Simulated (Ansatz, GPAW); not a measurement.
# CN/Hf(0001): work function by functional and basis

Aim: the work function of both faces of CN/Hf(0001), and its spread over functionals and bases.

Calculated with GPAW 26.7.0 and Ansatz 0.2.0; Ansatz plane waves; slab in vacuum with a dipole correction, relaxation, in the first sound run; inputs show where later runs differ.

## Step 1: Starting point

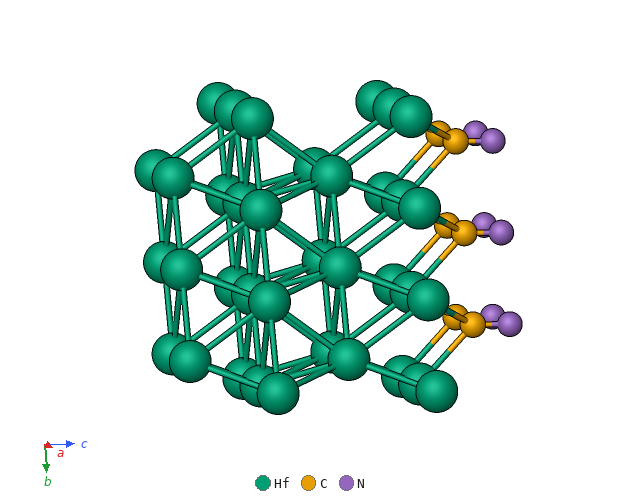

The starting structure, seen from the side, with the c axis across the page (hafnium teal, carbon orange, nitrogen purple). 2×3×1 cells are drawn. Some periodic images of atoms are drawn too.

The cell holds 6 atoms: 4 Hf, 1 C and 1 N. Its edges and angles: a = 3.200 Å, b = 3.200 Å, c = 24.473 Å, α = 90.0°, β = 90.0°, γ = 60.0°. Vacuum lies along c.

## Step 2: Relaxing the atoms

Forces are removed first; all later runs use this geometry. The lowest 2 atoms are held at bulk positions and keep their forces.

The input, input.yaml:

```yaml
crystal:
  lattice:
    - [3.2, 0.0, 0.0]
    - [1.6, 2.7712812921, 0.0]
    - [0.0, 0.0, 24.4726487535]
  atoms:
    - { symbol: Hf, position: [0.6666666667, 0.6666666667, 0.2860336072] }
    - { symbol: Hf, position: [0.0, 0.0, 0.3894633595] }
    - { symbol: Hf, position: [0.6666666667, 0.6666666667, 0.4928931119] }
    - { symbol: Hf, position: [0.0, 0.0, 0.5963228642] }
    - { symbol: C, position: [0.3333333333, 0.3333333333, 0.665749299] }
    - { symbol: "N", position: [0.3333333333, 0.3333333333, 0.7139663928] }
kpoints:
  mp_grid: { grid: [11, 11, 1] }
hamiltonian:
  xc: pbe
scf:
  occupations: { method: fermi_dirac, width: 0.1 }
efield:
  axis: 3
  dipole_correction: true
  ramp_width: 0.05
relax:
  f_tol: 0.02
  max_steps: 60
  constraints: [{ sites: [0, 1] }]
output:
  write_potential: true
  write_density: true
  volumetric_format: npy
```

Started as:

```sh
> ansatz run input.yaml --threads 4 --pin off --max-ram 8192MiB --backend cpu --events-out ev --progress --plain --runs-dir out
```

Numbers of over 12 decimals in the logs are rounded to 6 here.

The program printed:

```text
Engine: ansatz 0.2.0, aarch64-unknown-linux-gnu
Pseudopotentials: kind: paw
Pseudopotential: Hf, paw, valence charge 26, recommended cutoff 420 eV (normal), Hf.paw.azcp
Pseudopotential: C, paw, valence charge 4, recommended cutoff 420 eV (normal), C.paw.azcp
Pseudopotential: N, paw, valence charge 5, recommended cutoff 420 eV (normal), N.paw.azcp
Functional definition: PBE
  parameter kappa = 0.804
  parameter beta = 0.066725
  exchange = pbe_x(kappa = kappa, mu = beta*pi^2/3)
  correlation = pbe_c(beta = beta)
Crystal: 6 atoms, lattice volume = 217.026 Å³
Basis set: ecut = 420 eV, 4269 PW (Γ), exchange–correlation on 48×48×360 points (8 copies of the dense FFT grid, shifted against one another)
Bands: 68, of which v1, the nominal top of the filled ones, is band 57 counted from 1 (56 counted from 0)
Symmetry: 6 space group operations
Space group: P3m1 (ITA 156), of the structure as read, at distance tolerance 6.0e-5 Å
k-points: 16 of 121 (time reversal used)
Non-local potential: Hf, projectors of the file, l = 0: 3, l = 1: 2, l = 2: 2, l = 3: 3
Non-local potential: C, projectors of the file, l = 0: 2, l = 1: 2, l = 2: 1
Non-local potential: N, projectors of the file, l = 0: 2, l = 1: 2, l = 2: 1
PAW form: soft (Blöchl's): semilocal exchange-correlation on the pseudo side does not see the compensation charge
PAW one-centre angular grid: Hf, 590 points (default); XC on 64 Gauss nodes
PAW one-centre angular grid: C, 110 points (default); XC on 64 Gauss nodes
PAW one-centre angular grid: N, 110 points (default); XC on 64 Gauss nodes
Initial density: superposition of atomic densities (neutral atoms: chi_scale 0, normalization atom), corrected by the library's trained network
Initial wavefunctions: pseudopotential atomic-orbital guess
Functional: x = pbe(κ = 0.804, μ = 0.219515), c = pbe(β = 0.066725)
SCF iter   1: F=—  HF=-63518.454782 eV  |F-HF|=—  |Δ(HF+E_count)|=         —  Δρ=1.04e-2  dr2=9.47e0  ethr=1.77e-3  p=-0.118 e·Å  D=-9.84e-2 V/Å  ΔV_dip=2.41 eV  dr2_dipole=6.36e0  V_vac-E_F(+/−)=7.06/4.66 eV  ⟨swp⟩=6.2  Hψ=4176  notcnv=0
efield: sawtooth ramp at fractional position 0.9750 (placed from the atoms, in the widest stretch of the axis that holds none; the zero of the levels goes with the place), width 0.0500; the density the first Hamiltonian is built on has a dipole p = -0.118 e·Å; the dipole correction subtracts the counter field D = -9.84e-2 V/Å, which shifts the + side's vacuum level by +2.41 eV against the − side's; the planar-averaged density in the ramp window peaks in size at 8.6e-5 e/Å³
preconditioner: auto → LDOS  [metal: Δε(μ)=0.011 eV  Ē_g=16.552 eV  σ=0.100 eV  W_gap=0.03  n_scr=60 (ndim 8)  ℏωp=25.8 eV  f_vac=0.463  D(μ)=5.47/eV (n_scr^D=16)  β→1.0]
SCF iter   2: F=—  HF=-63518.338921 eV  |F-HF|=—  |Δ(HF+E_count)|=   1.16e-1  Δρ=5.14e-3  dr2=1.41e-1  ethr=1.77e-3  p=-0.173 e·Å  D=-1.44e-1 V/Å  ΔV_dip=3.53 eV  dr2_dipole=2.33e-2  V_vac-E_F(+/−)=7.79/4.26 eV  ⟨swp⟩=2.0  Hψ=1391  notcnv=0  defer=4
SCF iter   3: F=—  HF=-63518.341662 eV  |F-HF|=—  |Δ(HF+E_count)|=   2.74e-3  Δρ=5.46e-3  dr2=1.15e-1  ethr=1.25e-4  p=-0.162 e·Å  D=-1.35e-1 V/Å  ΔV_dip=3.30 eV  dr2_dipole=1.33e-3  V_vac-E_F(+/−)=7.65/4.34 eV  ⟨swp⟩=2.6  Hψ=1937  notcnv=0  defer=4
SCF iter   4: F=—  HF=-63518.324038 eV  |F-HF|=—  |Δ(HF+E_count)|=   1.76e-2  Δρ=8.26e-4  dr2=2.26e-3  ethr=1.02e-4  p=-0.168 e·Å  D=-1.40e-1 V/Å  ΔV_dip=3.42 eV  dr2_dipole=3.97e-5  V_vac-E_F(+/−)=7.76/4.34 eV  ⟨swp⟩=2.0  Hψ=1997  notcnv=0  defer=3
SCF iter   5: F=—  HF=-63518.323974 eV  |F-HF|=—  |Δ(HF+E_count)|=   6.41e-5  Δρ=2.48e-4  dr2=1.49e-4  ethr=2.00e-6  p=-0.167 e·Å  D=-1.40e-1 V/Å  ΔV_dip=3.42 eV  dr2_dipole=7.80e-6  V_vac-E_F(+/−)=7.76/4.34 eV  ⟨swp⟩=3.0  Hψ=1783  notcnv=0  defer=3
SCF iter   6: F=—  HF=-63518.324053 eV  |F-HF|=—  |Δ(HF+E_count)|=   7.98e-5  Δρ=8.19e-5  dr2=1.68e-5  ethr=1.32e-7  p=-0.167 e·Å  D=-1.39e-1 V/Å  ΔV_dip=3.41 eV  dr2_dipole=1.77e-7  V_vac-E_F(+/−)=7.76/4.35 eV  ⟨swp⟩=2.2  Hψ=1939  notcnv=0  defer=3
SCF iter   7: F=-63518.324062 eV  HF=-63518.324060 eV  |F-HF|=1.31e-6  |Δ(HF+E_count)|=   7.03e-6  Δρ=2.83e-5  dr2=2.77e-6  ethr=8.85e-9  p=-0.167 e·Å  D=-1.39e-1 V/Å  ΔV_dip=3.41 eV  dr2_dipole=3.34e-7  V_vac-E_F(+/−)=7.76/4.35 eV  ⟨swp⟩=13.2  Hψ=12688  notcnv=0
SCF 1 converged in 7 iterations: F = -63518.324062 eV  dr2 = 2.77e-6
  greatest PAW one-centre occupation: 0.999 electrons in one spin orbital (limit 2), on the Hf atom at site 0 (counted from 0), in its partial waves of l = 0
relax step   1: F+E_penalty+E_count = -63518.32406180 eV  Δ(F+E_penalty+E_count) = +0.000e0 eV  max|allowed force component| = 1.056e0 eV/Å  Δτ_max = 0.0000 Å  (7 SCF iters, dr2 threshold 1.00e-5 eV, accepted)
Initial density: handed on by an earlier stage of this run
Initial wavefunctions: those handed on with the density
SCF iter   1: F=—  HF=-63518.823430 eV  |F-HF|=—  |Δ(HF+E_count)|=         —  Δρ=2.91e-2  dr2=3.94e0  ethr=3.10e-3  p=-0.167 e·Å  D=-1.39e-1 V/Å  ΔV_dip=3.41 eV  dr2_dipole=6.63e-5  V_vac-E_F(+/−)=7.72/4.31 eV  ⟨swp⟩=4.9  Hψ=2945  notcnv=0  defer=2
efield: sawtooth ramp at fractional position 0.9750 (handed on by an earlier solve), width 0.0500; the density the first Hamiltonian is built on has a dipole p = -0.167 e·Å; the dipole correction subtracts the counter field D = -1.39e-1 V/Å, which shifts the + side's vacuum level by +3.41 eV against the − side's; the planar-averaged density in the ramp window peaks in size at 7.5e-6 e/Å³
preconditioner: auto → LDOS  [metal: Δε(μ)=0.038 eV  Ē_g=16.576 eV  σ=0.100 eV  W_gap=0.09  n_scr=60 (ndim 8)  ℏωp=25.8 eV  f_vac=0.466  D(μ)=4.72/eV (n_scr^D=14)  β→1.0]
SCF iter   2: F=—  HF=-63518.954871 eV  |F-HF|=—  |Δ(HF+E_count)|=   1.31e-1  Δρ=2.87e-2  dr2=3.26e0  ethr=3.10e-3  p=-0.126 e·Å  D=-1.05e-1 V/Å  ΔV_dip=2.57 eV  dr2_dipole=4.56e-3  V_vac-E_F(+/−)=6.92/4.34 eV  ⟨swp⟩=2.6  Hψ=2105  notcnv=0  defer=4
SCF iter   3: F=—  HF=-63518.470103 eV  |F-HF|=—  |Δ(HF+E_count)|=   4.85e-1  Δρ=3.73e-3  dr2=3.76e-2  ethr=2.89e-3  p=-0.142 e·Å  D=-1.18e-1 V/Å  ΔV_dip=2.89 eV  dr2_dipole=6.99e-3  V_vac-E_F(+/−)=7.24/4.35 eV  ⟨swp⟩=2.0  Hψ=2011  notcnv=0  defer=7
SCF iter   4: F=—  HF=-63518.465635 eV  |F-HF|=—  |Δ(HF+E_count)|=   4.47e-3  Δρ=9.62e-4  dr2=7.29e-3  ethr=3.32e-5  p=-0.143 e·Å  D=-1.20e-1 V/Å  ΔV_dip=2.93 eV  dr2_dipole=1.64e-3  V_vac-E_F(+/−)=7.28/4.36 eV  ⟨swp⟩=2.1  Hψ=2079  notcnv=0  defer=6
[...]
efield: sawtooth ramp at fractional position 0.9750 (handed on by an earlier solve), width 0.0500; the density the first Hamiltonian is built on has a dipole p = -0.143 e·Å; the dipole correction subtracts the counter field D = -1.19e-1 V/Å, which shifts the + side's vacuum level by +2.92 eV against the − side's; the planar-averaged density in the ramp window peaks in size at 8.8e-6 e/Å³
preconditioner: auto → LDOS  [metal: Δε(μ)=0.059 eV  Ē_g=16.536 eV  σ=0.100 eV  W_gap=0.14  n_scr=60 (ndim 8)  ℏωp=25.8 eV  f_vac=0.467  D(μ)=4.85/eV (n_scr^D=14)  β→1.0]
SCF iter   2: F=—  HF=-63518.489458 eV  |F-HF|=—  |Δ(HF+E_count)|=   2.18e-2  Δρ=2.69e-3  dr2=3.27e-2  ethr=4.20e-4  p=-0.147 e·Å  D=-1.23e-1 V/Å  ΔV_dip=3.01 eV  dr2_dipole=2.80e-7  V_vac-E_F(+/−)=7.37/4.36 eV  ⟨swp⟩=2.2  Hψ=1993  notcnv=0  defer=5
SCF iter   3: F=—  HF=-63518.489003 eV  |F-HF|=—  |Δ(HF+E_count)|=   4.54e-4  Δρ=1.98e-3  dr2=1.29e-2  ethr=2.89e-5  p=-0.148 e·Å  D=-1.23e-1 V/Å  ΔV_dip=3.02 eV  dr2_dipole=9.04e-5  V_vac-E_F(+/−)=7.38/4.36 eV  ⟨swp⟩=2.2  Hψ=1965  notcnv=0  defer=5
SCF iter   4: F=—  HF=-63518.486565 eV  |F-HF|=—  |Δ(HF+E_count)|=   2.44e-3  Δρ=3.31e-4  dr2=6.80e-4  ethr=1.15e-5  p=-0.147 e·Å  D=-1.22e-1 V/Å  ΔV_dip=3.00 eV  dr2_dipole=4.47e-5  V_vac-E_F(+/−)=7.36/4.36 eV  ⟨swp⟩=2.2  Hψ=1720  notcnv=0  defer=5
SCF iter   5: F=—  HF=-63518.486514 eV  |F-HF|=—  |Δ(HF+E_count)|=   5.12e-5  Δρ=9.64e-5  dr2=6.50e-5  ethr=6.02e-7  p=-0.147 e·Å  D=-1.23e-1 V/Å  ΔV_dip=3.00 eV  dr2_dipole=1.76e-5  V_vac-E_F(+/−)=7.36/4.36 eV  ⟨swp⟩=2.3  Hψ=1901  notcnv=0  defer=5
SCF iter   6: F=-63518.486518 eV  HF=-63518.486519 eV  |F-HF|=5.37e-7  |Δ(HF+E_count)|=   4.76e-6  Δρ=3.15e-5  dr2=2.20e-6  ethr=2.63e-8  p=-0.147 e·Å  D=-1.23e-1 V/Å  ΔV_dip=3.00 eV  dr2_dipole=2.93e-7  V_vac-E_F(+/−)=7.36/4.36 eV  ⟨swp⟩=13.3  Hψ=12549  notcnv=0
SCF 3 converged in 6 iterations: F = -63518.486518 eV  dr2 = 2.20e-6
relax step   3: F+E_penalty+E_count = -63518.48651805 eV  Δ(F+E_penalty+E_count) = -2.098e-2 eV  max|allowed force component| = 7.769e-2 eV/Å  Δτ_max = 0.0909 Å  (6 SCF iters, dr2 threshold 2.97e-5 eV, accepted)
[...]
relax step   4: F+E_penalty+E_count = -63518.48661181 eV  Δ(F+E_penalty+E_count) = -9.376e-5 eV  max|allowed force component| = 2.336e-2 eV/Å  Δτ_max = 0.0057 Å  (6 SCF iters, accepted)
SCF iter   1: F=—  HF=-63518.486776 eV  |F-HF|=—  |Δ(HF+E_count)|=         —  Δρ=3.33e-4  dr2=2.93e-4  ethr=3.14e-6  p=-0.147 e·Å  D=-1.23e-1 V/Å  ΔV_dip=3.00 eV  dr2_dipole=1.53e-5  V_vac-E_F(+/−)=7.36/4.36 eV  ⟨swp⟩=2.0  Hψ=1992  notcnv=0  defer=5
efield: sawtooth ramp at fractional position 0.9750 (handed on by an earlier solve), width 0.0500; the density the first Hamiltonian is built on has a dipole p = -0.147 e·Å; the dipole correction subtracts the counter field D = -1.23e-1 V/Å, which shifts the + side's vacuum level by +3.00 eV against the − side's; the planar-averaged density in the ramp window peaks in size at 8.5e-6 e/Å³
preconditioner: auto → LDOS  [metal: Δε(μ)=0.076 eV  Ē_g=16.537 eV  σ=0.100 eV  W_gap=0.18  n_scr=60 (ndim 8)  ℏωp=25.8 eV  f_vac=0.466  D(μ)=4.85/eV (n_scr^D=14)  β→1.0]
SCF iter   2: F=—  HF=-63518.486779 eV  |F-HF|=—  |Δ(HF+E_count)|=   3.16e-6  Δρ=2.25e-4  dr2=1.77e-4  ethr=2.59e-7  p=-0.147 e·Å  D=-1.23e-1 V/Å  ΔV_dip=3.00 eV  dr2_dipole=6.36e-7  V_vac-E_F(+/−)=7.36/4.36 eV  ⟨swp⟩=2.0  Hψ=1879  notcnv=0  defer=5
SCF iter   3: F=—  HF=-63518.486765 eV  |F-HF|=—  |Δ(HF+E_count)|=   1.39e-5  Δρ=8.92e-5  dr2=3.05e-5  ethr=1.56e-7  p=-0.147 e·Å  D=-1.23e-1 V/Å  ΔV_dip=3.00 eV  dr2_dipole=3.27e-7  V_vac-E_F(+/−)=7.36/4.36 eV  ⟨swp⟩=2.1  Hψ=1706  notcnv=0  defer=5
SCF iter   4: F=—  HF=-63518.486626 eV  |F-HF|=—  |Δ(HF+E_count)|=   1.39e-4  Δρ=1.34e-5  dr2=8.41e-7  ethr=2.70e-8  p=-0.147 e·Å  D=-1.23e-1 V/Å  ΔV_dip=3.00 eV  dr2_dipole=7.57e-8  V_vac-E_F(+/−)=7.36/4.36 eV  ⟨swp⟩=2.3  Hψ=1686  notcnv=0  defer=5
SCF iter   5: F=-63518.486626 eV  HF=-63518.486626 eV  |F-HF|=7.32e-9  |Δ(HF+E_count)|=   5.61e-8  Δρ=3.22e-6  dr2=2.81e-8  ethr=8.85e-11  p=-0.147 e·Å  D=-1.23e-1 V/Å  ΔV_dip=3.00 eV  dr2_dipole=1.02e-9  V_vac-E_F(+/−)=7.36/4.36 eV  ⟨swp⟩=9.9  Hψ=10254  notcnv=0
SCF 5 converged in 5 iterations: F = -63518.486626 eV  dr2 = 2.81e-8
relax step   5: F+E_penalty+E_count = -63518.48662637 eV  Δ(F+E_penalty+E_count) = -1.456e-5 eV  max|allowed force component| = 5.700e-3 eV/Å  Δτ_max = 0.0022 Å  (5 SCF iters, accepted)
NSCF: frozen V_eff on 16 k-points
the band table was solved once a step of the walk had ended and its energy, with any forces and stress, was formed, with the checks that follow a solve (4782 applications of the Hamiltonian). They found nothing against the state; the energy, forces and stress were not computed again (output.eigenvalues in the input reference)
WARN: The output density's exchange-correlation potential varies sharply where the density is thin. Do not read a vacuum level from v_tot or v_xc, or from such a field of the output density. On a cell that repeats whose density bears no net charge and no dipole along the vacuum's axis use v_es (v_loc + v_h of the components); under efield.dipole_correction with no amplitude use v_es + v_field, which holds any externa [...]
SCF converged after 5 iterations
Free energy (F): -63518.486626 eV
Harris-Foulkes:  -63518.486626 eV  (|F-HF|=7.32e-9)
Internal energy: -63518.327479 eV  (E = F + TS)
E sigma→0 (E₀):  -63518.407053 eV
Entropy (-TS):   -0.159147 eV (-26.525 meV/atom)
Fermi energy:    5.733955 eV
Dipole field:    D = -0.122664 V/Å  (p = -0.147119 e·Å, saw-weighted, corrected)
Work function:   Φ+ = 7.3611 eV   Φ− = 4.3591 eV
Levels:          The Fermi level and band energies are counted from a zero that moves with the ramp; work functions are not
--- Per-component energies (eV) ---
  E_band       = -1357.698147
  E_kinetic    = 1906.460689
  E_local      = -180987.433078  (includes V_loc(G=0)·N_el)
  E_nonlocal   = -4901.578884
  E_hartree    = 89083.838995
  E_xc         = -1303.918162
  E_vxc        = -1194.182257  (∫ρ·V_xc dr)
  E_paw        = -27936.474515  (= ΣΔE_a)
  E_vpaw       = 5664.329401  (= ΣTr[D̂ρ^β])
  E_aug_tail   = 0.000094  (compensation charges beyond the density's cutoff)
  E_efield     = 0.009023  (sawtooth field / dipole correction)
  E_vefield    = -12.981093  (∫n·V_field dr)
  E_ewald      = 60620.768357
  E_smearing   = -0.159147  (= −TS)
  E_closure    = -0.000000  (closes the sum)
  Σ components = -63518.486626   (vs F -63518.486626, Δ=0.00e0)
--- Forces (eV/Å), atoms counted from 1 ---
  atom   1  Hf     0.00000000     0.00000000     0.64401301
  atom   2  Hf    -0.00000000    -0.00000000    -0.64311409
  atom   3  Hf     0.00000000     0.00000000    -0.00034654
  atom   4  Hf     0.00000000    -0.00000000    -0.00009083
  atom   5  C      0.00000000    -0.00000000     0.00515205
  atom   6  N      0.00000000    -0.00000000    -0.00570038
  max |Σ_I F_I| component: 8.68e-5 eV/Å
--- Band table (eV; the first three rows and the last of 16) ---
  k-point 0: bands = [... 53 lower, 5.5894, 5.9920, 6.3484, 6.5947, 6.5947, 6.9087, 6.9087, 6.9159, ... 7 higher]
  k-point 1: bands = [... 53 lower, 5.4763, 5.8257, 6.2552, 6.4176, 6.5342, 6.7599, 6.8727, 7.1015, ... 7 higher]
  k-point 2: bands = [... 53 lower, 5.0701, 5.4331, 5.7179, 5.9855, 6.3533, 6.7039, 6.9749, 7.1518, ... 7 higher]
  k-point 15: bands = [... 53 lower, 4.3844, 4.7992, 4.8419, 5.5644, 5.6980, 5.9024, 5.9832, 6.2437, ... 7 higher]
--- Relaxed structure (5 steps of the walk, 5 accepted, 0 SCFs on fresh bases) ---
  F+E_penalty+E_count = -63518.48662637 eV   max|allowed force component| = 5.700e-3 eV/Å
  atoms:
    - { symbol: Hf, position: [0.666667, 0.666667, 0.286034] }
    - { symbol: Hf, position: [0.0, 0.0, 0.389463] }
    - { symbol: Hf, position: [0.666667, 0.666667, 0.496857] }
    - { symbol: Hf, position: [7.114319581731781e-19, 0, 0.597049] }
    - { symbol: C, position: [0.333333, 0.333333, 0.658115] }
    - { symbol: N, position: [0.333333, 0.333333, 0.706562] }
```

Elapsed: 29 s, on 4 threads of Arm Neoverse V1, shared host; peak memory 0.73 GiB.

This run has no spin polarisation although its electron count is odd.

The steps of the relaxation:

```
step  energy less that of the first step (eV)  largest force component (eV/Å)
   1                                   0.0000                          1.0558
   2                                  -0.1415                          0.6892
   3                                  -0.1625                          0.0777
   4                                  -0.1626                          0.0234
   5                                  -0.1626                          0.0057
```

Forces are held to the 6 operations that the run works with; a distortion that breaks them can't arise in this run.

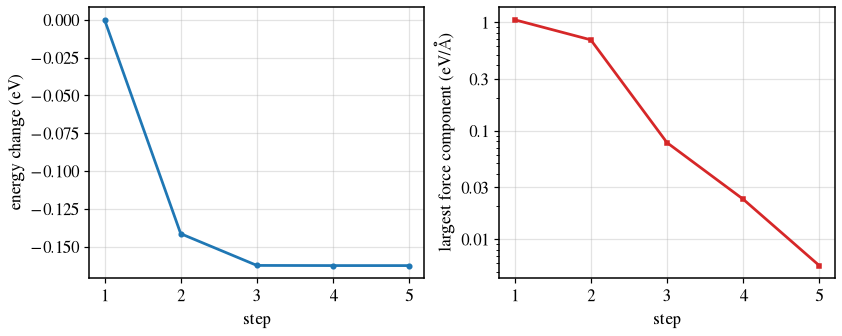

Energy and largest force along the relaxation.

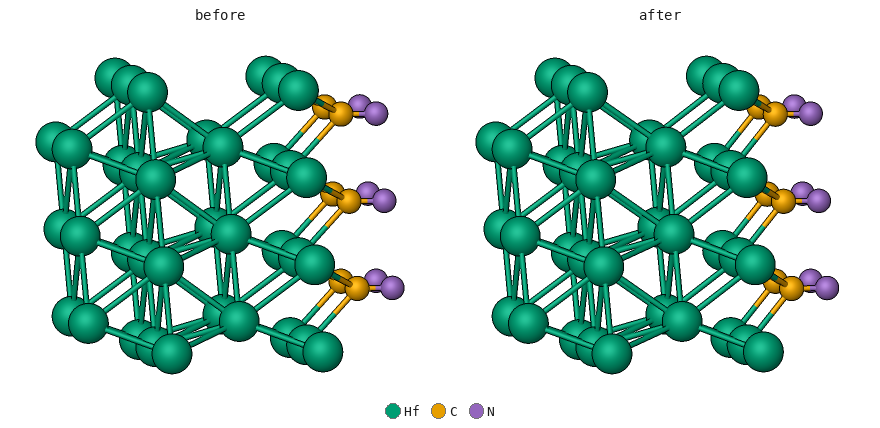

Before and after, at one scale.

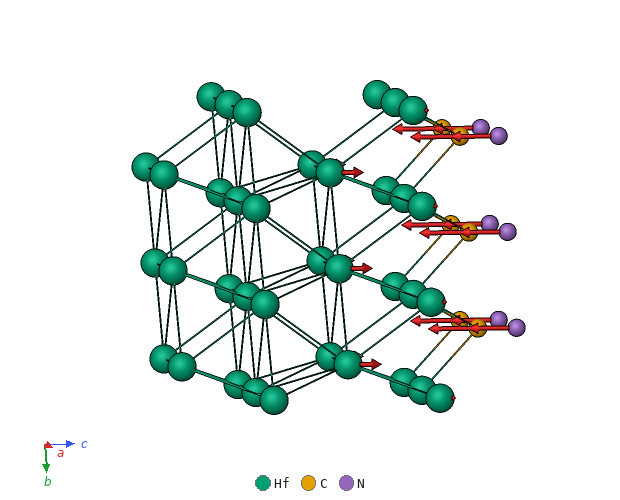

Displacements in the relaxation, exaggerated; the longest in the cell stands for 0.19 Å. 2×3×1 cells are drawn. Some periodic images of atoms are drawn too.

The atoms that moved most (Å):

```
atom     dx     dy      dz  length
  C5  0.000  0.000  -0.187   0.187
  N6  0.000  0.000  -0.181   0.181
 Hf3  0.000  0.000   0.097   0.097
 Hf4  0.000  0.000   0.018   0.018
```

The relaxed structure:

```xyz
6
Lattice="3.2000 0.0000 0.0000 1.6000 2.7713 0.0000 0.0000 0.0000 24.4726" Properties=species:S:1:pos:R:3
Hf    3.2000    1.8475    7.0000
Hf    0.0000    0.0000    9.5312
Hf    3.2000    1.8475   12.1594
Hf    0.0000    0.0000   14.6114
C     1.6000    0.9238   16.1058
N     1.6000    0.9238   17.2914
```

Numbers from this step:

```
free energy             : -63518.4866 eV
smearing term TS        : 0.1591 eV
symmetry operations     : 6
upper work function     : 7.361 eV
lower work function     : 4.359 eV
dipole along the normal : -0.1471 e·Å
dipole field            : -0.1227 V/Å
vacuum level above      : 13.10 eV
vacuum level below      : 10.09 eV
```

(Continued in part 2 of 4.)

[Logs are printed without paths, hosts, clocks, repeated set-up lines and the standing remarks that a program may print on its own settings, such as how far it seeks lower states.]

[Hosts, paths, dates, database ids (printed as entryN), source tags and the programs' standing remarks are cut or masked in the printed files.]
